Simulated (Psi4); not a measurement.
# Single-point calculation, with input and output: SiF₃ (charge +1)

The run: single-point calculation of SiF₃, charge +1. Method and program: MP2/cc-pwCVTZ, RHF (Psi4 1.11).

The geometry is that of the parent species in another charge or spin state. The geometry comes from this level: GFN2-xTB.

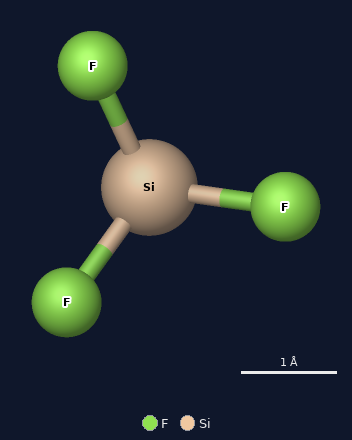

Fig. 1: The input geometry (ball-and-stick view, seen at a tilt). Bond lengths as drawn: F–Si 1.59 Å.

Results in brief:

| quantity | value |
| --- | --- |
| outcome | converged |
| total energy | −588.455336 hartree |
| SCF energy | −587.134138 hartree |
| MP2 energy | −588.455336 hartree |
| correlation energy | −1.321198 hartree |
| basis functions | 188 |
| HOMO of the SCF reference | −25.04 eV |
| LUMO of the SCF reference | −10.42 eV |
| hardware | 1 thread of Intel Xeon (Sapphire Rapids), 64 GiB of memory available, shared host |
| wall time | 3.6 s |
| peak memory | 0.42 GiB |

Input (f3si.in):
```
memory 1600 MB

molecule system {
  1 1
  F      0.787890    -0.508980     1.119030
  Si    -0.325240     0.244050     0.268860
  F     -0.962750    -0.889100    -0.646850
  F      0.500100     1.154030    -0.741040
  symmetry c1
}

set basis cc-pwCVTZ
set puream true
set scf_type df
set num_frozen_docc 0

e, wfn = energy("mp2", return_wfn=True)
print_variables()
```

Run as:
```bash
psi4 -n 1 f3si.in f3si.out
```

Output:
```
Psi4 1.11 release

   => Loading Basis Set <=

    Name: CC-PWCVTZ
    Role: ORBITAL
    Keyword: BASIS

         ---------------------------------------------------------
                                   SCF
                              RHF Reference
                        1 Threads,   1525 MiB Core
         ---------------------------------------------------------

  ==> Geometry <==

    Molecular point group: c1
    Full point group: C1

    Geometry (in Angstrom), charge = 1, multiplicity = 1:

       Center              X                  Y                   Z               Mass
    ------------   -----------------  -----------------  -----------------  -----------------
         F            0.822256264968    -0.534767378445     1.090621089659    18.998403162730
         SI          -0.290873735032     0.218262621555     0.240451089659    27.976926534650
         F           -0.928383735032    -0.914887378445    -0.675258910341    18.998403162730
         F            0.534466264968     1.128242621555    -0.769448910341    18.998403162730

  Running in c1 symmetry.

  Rotational constants: A =      0.24846  B =      0.24765  C =      0.14041 [cm^-1]
  Rotational constants: A =   7448.64041  B =   7424.37829  C =   4209.25328 [MHz]
  Nuclear repulsion =  176.933542927181890

  Charge       = 1
  Multiplicity = 1
  Electrons    = 40
  Nalpha       = 20
  Nbeta        = 20

  ==> Algorithm <==

  SCF Algorithm Type is DF.
  DIIS enabled.
  MOM disabled.
  Fractional occupation disabled.
  Guess Type is SAD.
  Energy threshold   = 1.00e-08
  Density threshold  = 1.00e-08
  Integral threshold = 1.00e-12

  ==> Primary Basis <==

  Basis Set: CC-PWCVTZ
    Blend: CC-PWCVTZ
    Number of shells: 64
    Number of basis functions: 188
    Number of Cartesian functions: 216
    Spherical Harmonics?: true
    Max angular momentum: 3

   => Loading Basis Set <=

    Name: (CC-PWCVTZ AUX)
    Role: JKFIT
    Keyword: DF_BASIS_SCF

  ==> Integral Setup <==

  DFHelper Memory: AOs need 0.090 GiB; user supplied 1.118 GiB.
  SCF_SUBTYPE=INCORE selected. In-core MEM_DF algorithm will be used.
  Using in-core AOs.

  ==> MemDFJK: Density-Fitted J/K Matrices <==

    J tasked:                   Yes
    K tasked:                   Yes
    wK tasked:                   No
    Memory [MiB]:              1144
    Algorithm:                 Core
    Schwarz Cutoff:           1E-12
    Mask sparsity (%):      12.9018
    Fitting Condition:        1E-10

   => Auxiliary Basis Set <=

  Basis Set: (CC-PWCVTZ AUX)
    Blend: CC-PVTZ-JKFIT
    Number of shells: 112
    Number of basis functions: 358
    Number of Cartesian functions: 433
    Spherical Harmonics?: true
    Max angular momentum: 4

  Minimum eigenvalue in the overlap matrix is 1.8103767562E-03.
  Reciprocal condition number of the overlap matrix is 4.1973286108E-04.
    Using symmetric orthogonalization.

  ==> Pre-Iterations <==

  SCF Guess: Superposition of Atomic Densities via on-the-fly atomic UHF (no occupation information).

   -------------------------
    Irrep   Nso     Nmo
   -------------------------
     A        188     188
   -------------------------
    Total     188     188
   -------------------------

  ==> Iterations <==

                           Total Energy        Delta E     RMS |[F,P]|

   @DF-RHF iter SAD:  -586.50034849938152   -5.86500e+02   0.00000e+00
   @DF-RHF iter   1:  -587.00233164353529   -5.01983e-01   3.06389e-03 ADIIS/DIIS
   @DF-RHF iter   2:  -587.08833300462277   -8.60014e-02   2.20555e-03 ADIIS/DIIS
   @DF-RHF iter   3:  -587.13312775560644   -4.47948e-02   1.97414e-04 ADIIS/DIIS
   @DF-RHF iter   4:  -587.13397344183250   -8.45686e-04   6.66414e-05 DIIS
   @DF-RHF iter   5:  -587.13412157889343   -1.48137e-04   1.86335e-05 DIIS
   @DF-RHF iter   6:  -587.13413756755256   -1.59887e-05   3.98144e-06 DIIS
   @DF-RHF iter   7:  -587.13413823911651   -6.71564e-07   5.46246e-07 DIIS
   @DF-RHF iter   8:  -587.13413824813097   -9.01446e-09   1.35522e-07 DIIS
   @DF-RHF iter   9:  -587.13413824867098   -5.40012e-10   5.72639e-08 DIIS
   @DF-RHF iter  10:  -587.13413824873305   -6.20730e-11   1.74785e-08 DIIS
   @DF-RHF iter  11:  -587.13413824874272   -9.66338e-12   5.31972e-09 DIIS
  Energy and wave function converged.

  ==> Post-Iterations <==

    Orbital Energies [Eh]
    ---------------------

    Doubly Occupied:

       1A    -69.295743     2A    -26.603655     3A    -26.603390
       4A    -26.603288     5A     -6.618581     6A     -4.728801
       7A     -4.725774     8A     -4.725766     9A     -1.909396
      10A     -1.878245    11A     -1.877958    12A     -1.091735
      13A     -1.010553    14A     -1.010338    15A     -0.982763
      16A     -0.954927    17A     -0.954823    18A     -0.934093
      19A     -0.933818    20A     -0.920341

    Virtual:

      21A     -0.383073    22A     -0.116355    23A     -0.115957
      24A     -0.006568    25A      0.016311    26A      0.130026
      27A      0.130182    28A      0.159068    29A      0.199616
      30A      0.199955    31A      0.248972    32A      0.317158
      33A      0.317682    34A      0.602591    35A      0.681320
      36A      0.681495    37A      0.716539    38A      0.716653
      39A      0.743553    40A      0.814062    41A      0.824680
      42A      0.830638    43A      0.830900    44A      0.903877
      45A      0.903993    46A      0.932686    47A      0.933113
      48A      0.957066    49A      1.027107    50A      1.027719
      51A      1.031037    52A      1.060862    53A      1.250641
      54A      1.250777    55A      1.372816    56A      1.374753
      57A      1.403469    58A      1.454303    59A      1.980062
      60A      1.980323    61A      1.983597    62A      2.063001
      63A      2.063290    64A      2.152027    65A      2.154083
      66A      2.154650    67A      2.243828    68A      2.487598
      69A      2.489349    70A      2.515036    71A      2.541994
      72A      2.629551    73A      2.631717    74A      2.692018
      75A      2.836718    76A      2.837051    77A      3.798069
      78A      3.798804    79A      3.816999    80A      4.029589
      81A      4.029910    82A      4.626720    83A      4.626983
      84A      4.636489    85A      4.643871    86A      4.679832
      87A      4.680105    88A      4.840178    89A      5.408997
      90A      5.409891    91A      5.578041    92A      5.608293
      93A      5.608795    94A      5.638564    95A      5.753819
      96A      5.754420    97A      5.762180    98A      6.207747
      99A      6.296544   100A      6.298566   101A      6.905566
     102A      7.067104   103A      7.067137   104A      7.082688
     105A      7.082722   106A      7.084566   107A      7.099497
     108A      7.099539   109A      7.101464   110A      7.113179
     111A      7.114042   112A      7.114057   113A      7.130419
     114A      7.130578   115A      7.148731   116A      7.155304
     117A      7.175528   118A      7.206399   119A      7.206632
     120A      7.276626   121A      7.276784   122A      7.667703
     123A      8.577342   124A      8.577580   125A      8.592875
     126A      8.641564   127A      8.641602   128A      8.725655
     129A      8.902520   130A      8.903974   131A      8.906344
     132A      8.952719   133A      9.015432   134A      9.015599
     135A      9.110719   136A      9.113163   137A      9.137498
     138A      9.637606   139A      9.882610   140A      9.883997
     141A     16.965750   142A     16.966218   143A     16.993386
     144A     17.279858   145A     17.281063   146A     23.609817
     147A     23.610069   148A     23.621526   149A     23.635801
     150A     23.635869   151A     23.636022   152A     23.935431
     153A     24.162783   154A     24.164065   155A     27.650898
     156A     27.686058   157A     27.687255   158A     36.774513
     159A     36.937386   160A     36.938606   161A     39.547956
     162A     39.548153   163A     39.553026   164A     39.575934
     165A     39.576035   166A     39.612187   167A     39.700481
     168A     39.701057   169A     39.704991   170A     39.716299
     171A     39.780803   172A     39.781959   173A     39.870670
     174A     39.904009   175A     39.904127   176A     45.174964
     177A    113.302091   178A    113.302349   179A    113.312411
     180A    113.320082   181A    113.320156   182A    113.320997
     183A    113.546380   184A    113.692381   185A    113.693377
     186A    134.326723   187A    134.345867   188A    134.347092

    Final Occupation by Irrep:
              A
    DOCC [    20 ]
    NA   [    20 ]
    NB   [    20 ]

  @DF-RHF Final Energy:  -587.13413824874272

   => Energetics <=

    Nuclear Repulsion Energy =            176.9335429271818896
    One-Electron Energy =               -1159.4073872993344594
    Two-Electron Energy =                 395.3397061234099397
    Total Energy =                       -587.1341382487426017

Computation Completed

Properties will be evaluated at   0.000000,   0.000000,   0.000000 [a0]

Properties computed using the SCF density matrix

 Multipole Moments:

 ------------------------------------------------------------------------------------
     Multipole            Electronic (a.u.)      Nuclear  (a.u.)        Total (a.u.)
 ------------------------------------------------------------------------------------

 L = 1.  Multiply by 2.5417464519 to convert [e a0] to [Debye]
 Dipole X            :         -1.1031199           -0.4104166           -1.5135365
 Dipole Y            :          0.8272035            0.3079639            1.1351674
 Dipole Z            :          0.9115841            0.3392714            1.2508555
 Magnitude           :                                                    2.2680470

 ------------------------------------------------------------------------------------

	total time  =          2 seconds =       0.03 minutes

  //>>>>>>>>>>>>>>>>>>>>>>>>>>>>>>>>>>>//
  //               DFMP2               //
  //<<<<<<<<<<<<<<<<<<<<<<<<<<<<<<<<<<<//

   => Loading Basis Set <=

    Name: (CC-PWCVTZ AUX)
    Role: RIFIT
    Keyword: DF_BASIS_MP2

	 --------------------------------------------------------
	                          DF-MP2
	      2nd-Order Density-Fitted Moller-Plesset Theory
	              RMP2 Wavefunction,   1 Threads

	 --------------------------------------------------------

   => Auxiliary Basis Set <=

  Basis Set: (CC-PWCVTZ AUX)
    Blend: CC-PWCVTZ-RI
    Number of shells: 145
    Number of basis functions: 509
    Number of Cartesian functions: 633
    Spherical Harmonics?: true
    Max angular momentum: 4

	 --------------------------------------------------------
	                 NBF =   188, NAUX =   509
	 --------------------------------------------------------
	   CLASS    FOCC     OCC    AOCC    AVIR     VIR    FVIR
	   PAIRS       0      20      20     168     168       0
	 --------------------------------------------------------

	-----------------------------------------------------------
	 ==================> DF-MP2 Energies <====================
	-----------------------------------------------------------
	 Reference Energy          =    -587.1341382487427154 [Eh]
	 Singles Energy            =      -0.0000000000000000 [Eh]
	 Same-Spin Energy          =      -0.3365049564516727 [Eh]
	 Opposite-Spin Energy      =      -0.9846927959867329 [Eh]
	 Correlation Energy        =      -1.3211977524384055 [Eh]
	 Total Energy              =    -588.4553360011810810 [Eh]
	-----------------------------------------------------------
	 ================> DF-SCS-MP2 Energies <==================
	-----------------------------------------------------------
	 SCS Same-Spin Scale       =       0.3333333333333333 [-]
	 SCS Opposite-Spin Scale   =       1.2000000000000000 [-]
	 SCS Same-Spin Energy      =      -0.1121683188172242 [Eh]
	 SCS Opposite-Spin Energy  =      -1.1816313551840794 [Eh]
	 SCS Correlation Energy    =      -1.2937996740013036 [Eh]
	 SCS Total Energy          =    -588.4279379227440359 [Eh]
	-----------------------------------------------------------

	total time  =          1 seconds =       0.02 minutes

  Variable Map:
  ----------------------------------------------------------------------------
  "CURRENT CORRELATION ENERGY"           =>      -1.321197752438
  "CURRENT ENERGY"                       =>    -588.455336001181
  "CURRENT REFERENCE ENERGY"             =>    -587.134138248743
  "CUSTOM SCS-MP2 CORRELATION ENERGY"    =>      -1.293799674001
  "CUSTOM SCS-MP2 TOTAL ENERGY"          =>    -588.427937922744
  "DD SOLVATION ENERGY"                  =>       0.000000000000
  "HF KINETIC ENERGY"                    =>     586.434081321394
  "HF POTENTIAL ENERGY"                  =>   -1173.568219570136
  "HF TOTAL ENERGY"                      =>    -587.134138248743
  "HF VIRIAL RATIO"                      =>       2.001193752119
  "MP2 CORRELATION ENERGY"               =>      -1.321197752438
  "MP2 DOUBLES ENERGY"                   =>      -1.321197752438
  "MP2 OPPOSITE-SPIN CORRELATION ENERGY" =>      -0.984692795987
  "MP2 SAME-SPIN CORRELATION ENERGY"     =>      -0.336504956452
  "MP2 SINGLES ENERGY"                   =>      -0.000000000000
  "MP2 TOTAL ENERGY"                     =>    -588.455336001181
  "NUCLEAR REPULSION ENERGY"             =>     176.933542927182
  "ONE-ELECTRON ENERGY"                  =>   -1159.407387299334
  "PCM POLARIZATION ENERGY"              =>       0.000000000000
  "PE ENERGY"                            =>       0.000000000000
  "SCF ITERATION ENERGY"                 =>    -587.134138248743
  "SCF ITERATIONS"                       =>      11.000000000000
  "SCF TOTAL ENERGY"                     =>    -587.134138248743
  "SCS-MP2 CORRELATION ENERGY"           =>      -1.293799674001
  "SCS-MP2 TOTAL ENERGY"                 =>    -588.427937922744
  "TWO-ELECTRON ENERGY"                  =>     395.339706123410

  Array Variable Map:
  ----------------------------------------------------------------------------
  "CURRENT DIPOLE"                       =>      -1.513536540897 ... 1.250855486573 1 by 3
  "SCF DIPOLE"                           =>      -1.513536540897 ... 1.250855486573 1 by 3
  "SCF TOTAL ENERGIES"                   =>    -586.500348499382 ... -587.134138248743 1 by 12

    Psi4 run time: 0:00:02.56
```

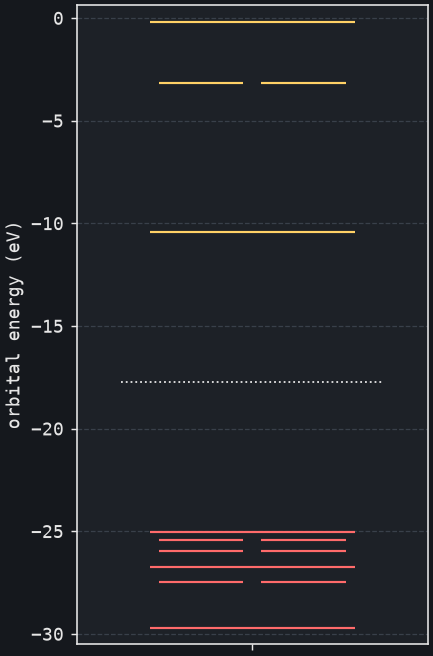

Fig. 2: Orbital energies near the frontier (SCF reference); the dotted line parts filled from empty levels, and levels within 0.02 eV of each other stand side by side. Highest filled −25.04 eV, lowest empty −10.42 eV, 14.62 eV apart.
